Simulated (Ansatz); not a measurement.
## Run report: CH$_{7}$BO, molecular dynamics (part 1 of 3)

- system: CH$_{7}$BO
- method: RKS B3LYP-D4/cc-pVDZ (Ansatz 0.2.0)

It belongs to a series of runs on one base structure; here: dynamics from the highest image of the converged band. Figures and captions count atoms from 1; the log counts them from 0 in places.

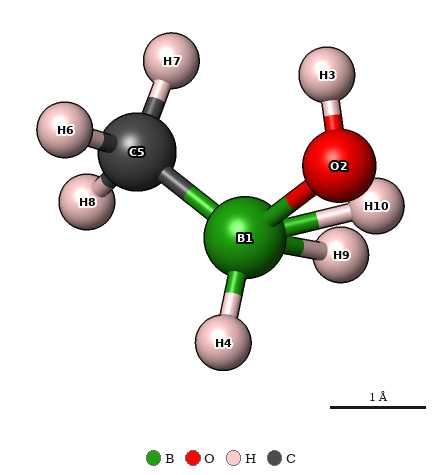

The structure as given in the input (ball-and-stick view, seen at a tilt; atoms are numbered from 1 in the order of the input). Bond lengths as drawn: B–C 1.58 Å, B–H 1.20 to 1.43 Å, B–O 1.60 Å, C–H 1.10 to 1.11 Å and H–O 0.97 Å.

### Input file
```yaml
crystal:
  periodic: [false, false, false]
  atoms:
    - { symbol: B, position_ang: [-0.006309, 0.220874, 0.095491] }
    - { symbol: O, position_ang: [-0.112517, 0.324139, 1.692293] }
    - { symbol: H, position_ang: [-1.051347, 0.301875, 1.937777] }
    - { symbol: H, position_ang: [1.066154, -0.23845, -0.204731] }
    - { symbol: C, position_ang: [-1.334691, -0.218793, -0.641505] }
    - { symbol: H, position_ang: [-1.522192, -1.294248, -0.463047] }
    - { symbol: H, position_ang: [-2.235585, 0.332906, -0.316673] }
    - { symbol: H, position_ang: [-1.251569, -0.093127, -1.734834] }
    - { symbol: H, position_ang: [0.151975, 1.590225, -0.029435] }
    - { symbol: H, position_ang: [0.033183, 1.355397, 0.959563] }
basis:
  gaussian: { orbitals: cc-pVDZ }
hamiltonian:
  xc: b3lyp
  dispersion: d4
md:
  timestep: 0.5
  n_steps: 200
  ensemble: nve
  temperature: 100.0
  initial_velocities: maxwell_boltzmann
  seed: 6773
```

Launch command:
```bash
ansatz run input.yaml --threads 1 --pin off --max-ram 2048MiB --backend cpu --events-out ev --progress --plain --runs-dir out
```

### What the program printed
```
Engine: ansatz 0.2.0, aarch64-unknown-linux-gnu
Functional definition: B3LYP
  parameter a0 = 0.2
  parameter ax = 0.72
  parameter ac = 0.81
  exchange = (1 - a0 - ax)*slater_x + ax*b88_x + a0*exact_x
  correlation = (1 - ac)*vwn_rpa_c + ac*lyp_c
815 factors; integrals over basis functions are off by at most 3.7e-4 eV
mean field evaluation 1: about -3866.7399 eV, gradient 5.7e1 eV
mean field evaluation 2: about -3860.7271 eV, gradient 7.8e1 eV
mean field evaluation 4: about -3873.7035 eV, gradient 3.1e0 eV
mean field evaluation 8: about -3873.7222 eV, gradient 2.0e-2 eV
mean field -3873.72219369 eV, -142.3566649151 hartree, gradient 2.0e-5 eV, S^2 0.000000; 0 other end points of the search recorded, 0 dependent functions left out
the calculation of the forces begins
reference -3873.72240584 eV, -142.3566727112 hartree; 13, 13 occupied and 64, 64 virtual orbitals, 815 factors
md step     0: t =     0.00 fs  T =   100.0 K  F+E_penalty+E_count = -3873.91053823 eV  E_kin = 0.103408 eV  conserved = -3873.80713023 eV  (23 SCF iters)
these checks for a lower state are left out or cut short: starts, cluster_reference, orbital_swaps, neighbouring_geometries, increment
815 factors; integrals over basis functions are off by at most 3.5e-4 eV
mean field evaluation 16: about -3873.7223 eV, gradient 9.6e-4 eV
mean field -3873.71975805 eV, -142.3565754068 hartree, gradient 1.5e-5 eV, S^2 0.000000; 0 other end points of the search recorded, 0 dependent functions left out
the calculation of the forces begins
reference -3873.71996980 eV, -142.3565831883 hartree; 13, 13 occupied and 64, 64 virtual orbitals, 815 factors
md step     1: t =     0.50 fs  T =    97.6 K  F+E_penalty+E_count = -3873.90798152 eV  E_kin = 0.100886 eV  conserved = -3873.80709552 eV  (25 SCF iters)
[... from here on the SCF iterations and repeated set-up lines of each step are left out, up to the last step ...]
md step     2: t =     1.00 fs  T =    90.6 K  F+E_penalty+E_count = -3873.90067511 eV  E_kin = 0.093700 eV  conserved = -3873.80697463 eV  (25 SCF iters)
md step     3: t =     1.50 fs  T =    81.0 K  F+E_penalty+E_count = -3873.89055069 eV  E_kin = 0.083744 eV  conserved = -3873.80680661 eV  (25 SCF iters)
md step     4: t =     2.00 fs  T =    71.2 K  F+E_penalty+E_count = -3873.88025285 eV  E_kin = 0.073601 eV  conserved = -3873.80665170 eV  (25 SCF iters)
md step     5: t =     2.50 fs  T =    63.5 K  F+E_penalty+E_count = -3873.87220838 eV  E_kin = 0.065643 eV  conserved = -3873.80656497 eV  (22 SCF iters)
md step     6: t =     3.00 fs  T =    59.2 K  F+E_penalty+E_count = -3873.86778099 eV  E_kin = 0.061210 eV  conserved = -3873.80657114 eV  (22 SCF iters)
md step     7: t =     3.50 fs  T =    58.2 K  F+E_penalty+E_count = -3873.86688835 eV  E_kin = 0.060232 eV  conserved = -3873.80665589 eV  (21 SCF iters)
md step     8: t =     4.00 fs  T =    59.4 K  F+E_penalty+E_count = -3873.86822120 eV  E_kin = 0.061445 eV  conserved = -3873.80677575 eV  (24 SCF iters)
md step     9: t =     4.50 fs  T =    60.9 K  F+E_penalty+E_count = -3873.86990760 eV  E_kin = 0.063027 eV  conserved = -3873.80688096 eV  (25 SCF iters)
md step    10: t =     5.00 fs  T =    61.3 K  F+E_penalty+E_count = -3873.87028212 eV  E_kin = 0.063346 eV  conserved = -3873.80693612 eV  (25 SCF iters)
md step    11: t =     5.50 fs  T =    59.5 K  F+E_penalty+E_count = -3873.86844328 eV  E_kin = 0.061513 eV  conserved = -3873.80692992 eV  (24 SCF iters)
md step    12: t =     6.00 fs  T =    55.7 K  F+E_penalty+E_count = -3873.86444083 eV  E_kin = 0.057567 eV  conserved = -3873.80687361 eV  (25 SCF iters)
md step    13: t =     6.50 fs  T =    50.6 K  F+E_penalty+E_count = -3873.85911175 eV  E_kin = 0.052320 eV  conserved = -3873.80679206 eV  (22 SCF iters)
md step    14: t =     7.00 fs  T =    45.4 K  F+E_penalty+E_count = -3873.85369907 eV  E_kin = 0.046986 eV  conserved = -3873.80671265 eV  (22 SCF iters)
md step    15: t =     7.50 fs  T =    41.4 K  F+E_penalty+E_count = -3873.84942511 eV  E_kin = 0.042769 eV  conserved = -3873.80665635 eV  (22 SCF iters)
md step    16: t =     8.00 fs  T =    39.2 K  F+E_penalty+E_count = -3873.84716363 eV  E_kin = 0.040531 eV  conserved = -3873.80663216 eV  (22 SCF iters)
md step    17: t =     8.50 fs  T =    39.3 K  F+E_penalty+E_count = -3873.84729605 eV  E_kin = 0.040659 eV  conserved = -3873.80663683 eV  (22 SCF iters)
md step    18: t =     9.00 fs  T =    41.7 K  F+E_penalty+E_count = -3873.84975707 eV  E_kin = 0.043098 eV  conserved = -3873.80665940 eV  (22 SCF iters)
md step    19: t =     9.50 fs  T =    45.9 K  F+E_penalty+E_count = -3873.85419895 eV  E_kin = 0.047510 eV  conserved = -3873.80668878 eV  (24 SCF iters)
md step    20: t =    10.00 fs  T =    51.7 K  F+E_penalty+E_count = -3873.86015969 eV  E_kin = 0.053440 eV  conserved = -3873.80671997 eV  (25 SCF iters)
md step    21: t =    10.50 fs  T =    58.4 K  F+E_penalty+E_count = -3873.86714084 eV  E_kin = 0.060386 eV  conserved = -3873.80675479 eV  (25 SCF iters)
md step    22: t =    11.00 fs  T =    65.6 K  F+E_penalty+E_count = -3873.87458780 eV  E_kin = 0.067792 eV  conserved = -3873.80679569 eV  (25 SCF iters)
md step    23: t =    11.50 fs  T =    72.6 K  F+E_penalty+E_count = -3873.88186316 eV  E_kin = 0.075025 eV  conserved = -3873.80683767 eV  (25 SCF iters)
md step    24: t =    12.00 fs  T =    78.8 K  F+E_penalty+E_count = -3873.88832600 eV  E_kin = 0.081459 eV  conserved = -3873.80686748 eV  (25 SCF iters)
md step    25: t =    12.50 fs  T =    83.8 K  F+E_penalty+E_count = -3873.89353629 eV  E_kin = 0.086666 eV  conserved = -3873.80687008 eV  (25 SCF iters)
md step    26: t =    13.00 fs  T =    87.7 K  F+E_penalty+E_count = -3873.89748267 eV  E_kin = 0.090645 eV  conserved = -3873.80683808 eV  (24 SCF iters)
md step    27: t =    13.50 fs  T =    90.8 K  F+E_penalty+E_count = -3873.90069112 eV  E_kin = 0.093914 eV  conserved = -3873.80677685 eV  (24 SCF iters)
md step    28: t =    14.00 fs  T =    94.2 K  F+E_penalty+E_count = -3873.90414410 eV  E_kin = 0.097443 eV  conserved = -3873.80670100 eV  (24 SCF iters)
md step    29: t =    14.50 fs  T =    99.0 K  F+E_penalty+E_count = -3873.90905300 eV  E_kin = 0.102423 eV  conserved = -3873.80662964 eV  (24 SCF iters)
md step    30: t =    15.00 fs  T =   106.4 K  F+E_penalty+E_count = -3873.91656117 eV  E_kin = 0.109977 eV  conserved = -3873.80658438 eV  (24 SCF iters)
md step    31: t =    15.50 fs  T =   116.9 K  F+E_penalty+E_count = -3873.92743555 eV  E_kin = 0.120856 eV  conserved = -3873.80657988 eV  (24 SCF iters)
md step    32: t =    16.00 fs  T =   130.8 K  F+E_penalty+E_count = -3873.94187990 eV  E_kin = 0.135291 eV  conserved = -3873.80658932 eV  (24 SCF iters, 3 dispersion substeps)
md step    33: t =    16.50 fs  T =   148.0 K  F+E_penalty+E_count = -3873.95968871 eV  E_kin = 0.153073 eV  conserved = -3873.80661555 eV  (24 SCF iters, 3 dispersion substeps)
md step    34: t =    17.00 fs  T =   168.2 K  F+E_penalty+E_count = -3873.98055463 eV  E_kin = 0.173914 eV  conserved = -3873.80664071 eV  (24 SCF iters, 3 dispersion substeps)
md step    35: t =    17.50 fs  T =   191.1 K  F+E_penalty+E_count = -3874.00429042 eV  E_kin = 0.197646 eV  conserved = -3873.80664467 eV  (23 SCF iters, 3 dispersion substeps)
md step    36: t =    18.00 fs  T =   217.0 K  F+E_penalty+E_count = -3874.03105293 eV  E_kin = 0.224439 eV  conserved = -3873.80661405 eV  (24 SCF iters, 3 dispersion substeps)
md step    37: t =    18.50 fs  T =   246.6 K  F+E_penalty+E_count = -3874.06152288 eV  E_kin = 0.254971 eV  conserved = -3873.80655201 eV  (24 SCF iters, 3 dispersion substeps)
md step    38: t =    19.00 fs  T =   280.8 K  F+E_penalty+E_count = -3874.09685059 eV  E_kin = 0.290369 eV  conserved = -3873.80648112 eV  (24 SCF iters, 3 dispersion substeps)
md step    39: t =    19.50 fs  T =   320.9 K  F+E_penalty+E_count = -3874.13830415 eV  E_kin = 0.331870 eV  conserved = -3873.80643463 eV  (24 SCF iters, 3 dispersion substeps)
md step    40: t =    20.00 fs  T =   367.8 K  F+E_penalty+E_count = -3874.18675688 eV  E_kin = 0.380318 eV  conserved = -3873.80643911 eV  (24 SCF iters, 3 dispersion substeps)
md step    41: t =    20.50 fs  T =   421.4 K  F+E_penalty+E_count = -3874.24228519 eV  E_kin = 0.435787 eV  conserved = -3873.80649779 eV  (24 SCF iters, 3 dispersion substeps)
md step    42: t =    21.00 fs  T =   481.1 K  F+E_penalty+E_count = -3874.30412284 eV  E_kin = 0.497536 eV  conserved = -3873.80658730 eV  (24 SCF iters, 3 dispersion substeps)
md step    43: t =    21.50 fs  T =   545.8 K  F+E_penalty+E_count = -3874.37102085 eV  E_kin = 0.564351 eV  conserved = -3873.80667033 eV  (24 SCF iters, 3 dispersion substeps)
md step    44: t =    22.00 fs  T =   614.2 K  F+E_penalty+E_count = -3874.44182160 eV  E_kin = 0.635106 eV  conserved = -3873.80671591 eV  (24 SCF iters, 3 dispersion substeps)
md step    45: t =    22.50 fs  T =   685.8 K  F+E_penalty+E_count = -3874.51593204 eV  E_kin = 0.709214 eV  conserved = -3873.80671770 eV  (24 SCF iters, 3 dispersion substeps)
md step    46: t =    23.00 fs  T =   760.8 K  F+E_penalty+E_count = -3874.59342968 eV  E_kin = 0.786733 eV  conserved = -3873.80669666 eV  (24 SCF iters, 3 dispersion substeps)
md step    47: t =    23.50 fs  T =   839.4 K  F+E_penalty+E_count = -3874.67473597 eV  E_kin = 0.868042 eV  conserved = -3873.80669355 eV  (23 SCF iters, 3 dispersion substeps)
md step    48: t =    24.00 fs  T =   921.8 K  F+E_penalty+E_count = -3874.75999223 eV  E_kin = 0.953242 eV  conserved = -3873.80674995 eV  (23 SCF iters, 3 dispersion substeps)
md step    49: t =    24.50 fs  T =  1007.2 K  F+E_penalty+E_count = -3874.84842559 eV  E_kin = 1.041537 eV  conserved = -3873.80688894 eV  (24 SCF iters, 3 dispersion substeps)
md step    50: t =    25.00 fs  T =  1093.6 K  F+E_penalty+E_count = -3874.93800628 eV  E_kin = 1.130905 eV  conserved = -3873.80710165 eV  (24 SCF iters, 3 dispersion substeps)
md step    51: t =    25.50 fs  T =  1178.1 K  F+E_penalty+E_count = -3875.02559090 eV  E_kin = 1.218243 eV  conserved = -3873.80734827 eV  (24 SCF iters, 3 dispersion substeps)
md step    52: t =    26.00 fs  T =  1257.1 K  F+E_penalty+E_count = -3875.10753771 eV  E_kin = 1.299965 eV  conserved = -3873.80757250 eV  (24 SCF iters, 3 dispersion substeps)
md step    53: t =    26.50 fs  T =  1327.6 K  F+E_penalty+E_count = -3875.18056570 eV  E_kin = 1.372839 eV  conserved = -3873.80772709 eV  (24 SCF iters, 3 dispersion substeps)
md step    54: t =    27.00 fs  T =  1387.4 K  F+E_penalty+E_count = -3875.24248016 eV  E_kin = 1.434685 eV  conserved = -3873.80779541 eV  (24 SCF iters, 3 dispersion substeps)
md step    55: t =    27.50 fs  T =  1435.7 K  F+E_penalty+E_count = -3875.29242714 eV  E_kin = 1.484626 eV  conserved = -3873.80780066 eV  (24 SCF iters, 3 dispersion substeps)
md step    56: t =    28.00 fs  T =  1472.6 K  F+E_penalty+E_count = -3875.33056448 eV  E_kin = 1.522778 eV  conserved = -3873.80778671 eV  (24 SCF iters, 3 dispersion substeps)
md step    57: t =    28.50 fs  T =  1498.5 K  F+E_penalty+E_count = -3875.35739919 eV  E_kin = 1.549608 eV  conserved = -3873.80779149 eV  (24 SCF iters, 3 dispersion substeps)
md step    58: t =    29.00 fs  T =  1513.8 K  F+E_penalty+E_count = -3875.37321928 eV  E_kin = 1.565399 eV  conserved = -3873.80782019 eV  (24 SCF iters, 3 dispersion substeps)
md step    59: t =    29.50 fs  T =  1518.4 K  F+E_penalty+E_count = -3875.37800303 eV  E_kin = 1.570160 eV  conserved = -3873.80784267 eV  (24 SCF iters, 3 dispersion substeps)
md step    60: t =    30.00 fs  T =  1512.5 K  F+E_penalty+E_count = -3875.37184778 eV  E_kin = 1.564034 eV  conserved = -3873.80781418 eV  (24 SCF iters, 3 dispersion substeps)
md step    61: t =    30.50 fs  T =  1496.9 K  F+E_penalty+E_count = -3875.35562122 eV  E_kin = 1.547921 eV  conserved = -3873.80769996 eV  (23 SCF iters, 3 dispersion substeps)
md step    62: t =    31.00 fs  T =  1473.7 K  F+E_penalty+E_count = -3875.33146778 eV  E_kin = 1.523975 eV  conserved = -3873.80749252 eV  (24 SCF iters, 3 dispersion substeps)
md step    63: t =    31.50 fs  T =  1446.4 K  F+E_penalty+E_count = -3875.30289982 eV  E_kin = 1.495683 eV  conserved = -3873.80721639 eV  (24 SCF iters, 3 dispersion substeps)
md step    64: t =    32.00 fs  T =  1419.1 K  F+E_penalty+E_count = -3875.27441757 eV  E_kin = 1.467502 eV  conserved = -3873.80691510 eV  (24 SCF iters, 3 dispersion substeps)
md step    65: t =    32.50 fs  T =  1396.6 K  F+E_penalty+E_count = -3875.25082983 eV  E_kin = 1.444192 eV  conserved = -3873.80663828 eV  (23 SCF iters, 3 dispersion substeps)
md step    66: t =    33.00 fs  T =  1382.9 K  F+E_penalty+E_count = -3875.23647853 eV  E_kin = 1.430046 eV  conserved = -3873.80643282 eV  (23 SCF iters, 3 dispersion substeps)
md step    67: t =    33.50 fs  T =  1381.1 K  F+E_penalty+E_count = -3875.23453077 eV  E_kin = 1.428199 eV  conserved = -3873.80633150 eV  (23 SCF iters, 3 dispersion substeps)
md step    68: t =    34.00 fs  T =  1392.7 K  F+E_penalty+E_count = -3875.24650012 eV  E_kin = 1.440156 eV  conserved = -3873.80634421 eV  (23 SCF iters, 3 dispersion substeps)
md step    69: t =    34.50 fs  T =  1417.3 K  F+E_penalty+E_count = -3875.27208745 eV  E_kin = 1.465624 eV  conserved = -3873.80646394 eV  (23 SCF iters, 3 dispersion substeps)
md step    70: t =    35.00 fs  T =  1453.1 K  F+E_penalty+E_count = -3875.30926555 eV  E_kin = 1.502586 eV  conserved = -3873.80667952 eV  (23 SCF iters, 3 dispersion substeps)
md step    71: t =    35.50 fs  T =  1496.5 K  F+E_penalty+E_count = -3875.35449457 eV  E_kin = 1.547531 eV  conserved = -3873.80696380 eV  (24 SCF iters, 3 dispersion substeps)
md step    72: t =    36.00 fs  T =  1543.3 K  F+E_penalty+E_count = -3875.40315171 eV  E_kin = 1.595877 eV  conserved = -3873.80727425 eV  (24 SCF iters, 3 dispersion substeps)
md step    73: t =    36.50 fs  T =  1588.5 K  F+E_penalty+E_count = -3875.45018696 eV  E_kin = 1.642627 eV  conserved = -3873.80756045 eV  (24 SCF iters, 3 dispersion substeps)
md step    74: t =    37.00 fs  T =  1627.6 K  F+E_penalty+E_count = -3875.49087529 eV  E_kin = 1.683092 eV  conserved = -3873.80778373 eV  (24 SCF iters, 3 dispersion substeps)
md step    75: t =    37.50 fs  T =  1657.1 K  F+E_penalty+E_count = -3875.52144282 eV  E_kin = 1.713524 eV  conserved = -3873.80791841 eV  (24 SCF iters, 3 dispersion substeps)
md step    76: t =    38.00 fs  T =  1674.5 K  F+E_penalty+E_count = -3875.53949495 eV  E_kin = 1.731544 eV  conserved = -3873.80795079 eV  (24 SCF iters, 3 dispersion substeps)
md step    77: t =    38.50 fs  T =  1679.1 K  F+E_penalty+E_count = -3875.54424002 eV  E_kin = 1.736358 eV  conserved = -3873.80788207 eV  (24 SCF iters, 3 dispersion substeps)
md step    78: t =    39.00 fs  T =  1671.8 K  F+E_penalty+E_count = -3875.53647813 eV  E_kin = 1.728750 eV  conserved = -3873.80772778 eV  (24 SCF iters, 3 dispersion substeps)
md step    79: t =    39.50 fs  T =  1654.5 K  F+E_penalty+E_count = -3875.51836301 eV  E_kin = 1.710844 eV  conserved = -3873.80751873 eV  (24 SCF iters, 3 dispersion substeps)
md step    80: t =    40.00 fs  T =  1630.1 K  F+E_penalty+E_count = -3875.49294120 eV  E_kin = 1.685650 eV  conserved = -3873.80729078 eV  (24 SCF iters, 3 dispersion substeps)
md step    81: t =    40.50 fs  T =  1601.9 K  F+E_penalty+E_count = -3875.46359422 eV  E_kin = 1.656518 eV  conserved = -3873.80707629 eV  (25 SCF iters, 3 dispersion substeps)
md step    82: t =    41.00 fs  T =  1573.0 K  F+E_penalty+E_count = -3875.43352962 eV  E_kin = 1.626631 eV  conserved = -3873.80689909 eV  (24 SCF iters, 3 dispersion substeps)
md step    83: t =    41.50 fs  T =  1545.9 K  F+E_penalty+E_count = -3875.40539935 eV  E_kin = 1.598626 eV  conserved = -3873.80677305 eV  (24 SCF iters, 3 dispersion substeps)
md step    84: t =    42.00 fs  T =  1522.5 K  F+E_penalty+E_count = -3875.38107378 eV  E_kin = 1.574370 eV  conserved = -3873.80670373 eV  (24 SCF iters, 3 dispersion substeps)
md step    85: t =    42.50 fs  T =  1503.6 K  F+E_penalty+E_count = -3875.36154576 eV  E_kin = 1.554854 eV  conserved = -3873.80669210 eV  (24 SCF iters, 3 dispersion substeps)
md step    86: t =    43.00 fs  T =  1489.5 K  F+E_penalty+E_count = -3875.34693766 eV  E_kin = 1.540211 eV  conserved = -3873.80672656 eV  (24 SCF iters, 3 dispersion substeps)
md step    87: t =    43.50 fs  T =  1479.5 K  F+E_penalty+E_count = -3875.33669056 eV  E_kin = 1.529909 eV  conserved = -3873.80678152 eV  (24 SCF iters, 3 dispersion substeps)
md step    88: t =    44.00 fs  T =  1473.0 K  F+E_penalty+E_count = -3875.32997337 eV  E_kin = 1.523153 eV  conserved = -3873.80682048 eV  (23 SCF iters, 3 dispersion substeps)
md step    89: t =    44.50 fs  T =  1469.3 K  F+E_penalty+E_count = -3875.32622996 eV  E_kin = 1.519416 eV  conserved = -3873.80681427 eV  (23 SCF iters, 3 dispersion substeps)
md step    90: t =    45.00 fs  T =  1468.8 K  F+E_penalty+E_count = -3875.32560562 eV  E_kin = 1.518845 eV  conserved = -3873.80676106 eV  (24 SCF iters, 3 dispersion substeps)
md step    91: t =    45.50 fs  T =  1472.1 K  F+E_penalty+E_count = -3875.32895254 eV  E_kin = 1.522259 eV  conserved = -3873.80669372 eV  (23 SCF iters, 3 dispersion substeps)
md step    92: t =    46.00 fs  T =  1480.2 K  F+E_penalty+E_count = -3875.33731391 eV  E_kin = 1.530650 eV  conserved = -3873.80666391 eV  (25 SCF iters, 3 dispersion substeps)
md step    93: t =    46.50 fs  T =  1493.5 K  F+E_penalty+E_count = -3875.35112591 eV  E_kin = 1.544413 eV  conserved = -3873.80671323 eV  (25 SCF iters, 3 dispersion substeps)
md step    94: t =    47.00 fs  T =  1511.2 K  F+E_penalty+E_count = -3875.36959453 eV  E_kin = 1.562750 eV  conserved = -3873.80684430 eV  (25 SCF iters, 3 dispersion substeps)
md step    95: t =    47.50 fs  T =  1531.4 K  F+E_penalty+E_count = -3875.39064601 eV  E_kin = 1.583626 eV  conserved = -3873.80702022 eV  (25 SCF iters, 3 dispersion substeps)
md step    96: t =    48.00 fs  T =  1551.4 K  F+E_penalty+E_count = -3875.41148818 eV  E_kin = 1.604304 eV  conserved = -3873.80718390 eV  (24 SCF iters, 3 dispersion substeps)
md step    97: t =    48.50 fs  T =  1568.7 K  F+E_penalty+E_count = -3875.42949433 eV  E_kin = 1.622209 eV  conserved = -3873.80728524 eV  (24 SCF iters, 3 dispersion substeps)
md step    98: t =    49.00 fs  T =  1581.8 K  F+E_penalty+E_count = -3875.44298838 eV  E_kin = 1.635686 eV  conserved = -3873.80730243 eV  (24 SCF iters, 3 dispersion substeps)
md step    99: t =    49.50 fs  T =  1590.2 K  F+E_penalty+E_count = -3875.45159755 eV  E_kin = 1.644348 eV  conserved = -3873.80724933 eV  (25 SCF iters, 3 dispersion substeps)
md step   100: t =    50.00 fs  T =  1594.5 K  F+E_penalty+E_count = -3875.45605666 eV  E_kin = 1.648890 eV  conserved = -3873.80716641 eV  (25 SCF iters, 3 dispersion substeps)
md step   101: t =    50.50 fs  T =  1596.1 K  F+E_penalty+E_count = -3875.45759293 eV  E_kin = 1.650491 eV  conserved = -3873.80710177 eV  (25 SCF iters, 3 dispersion substeps)
md step   102: t =    51.00 fs  T =  1595.7 K  F+E_penalty+E_count = -3875.45718554 eV  E_kin = 1.650096 eV  conserved = -3873.80708966 eV  (24 SCF iters, 3 dispersion substeps)
md step   103: t =    51.50 fs  T =  1593.6 K  F+E_penalty+E_count = -3875.45503702 eV  E_kin = 1.647902 eV  conserved = -3873.80713508 eV  (25 SCF iters, 3 dispersion substeps)
```
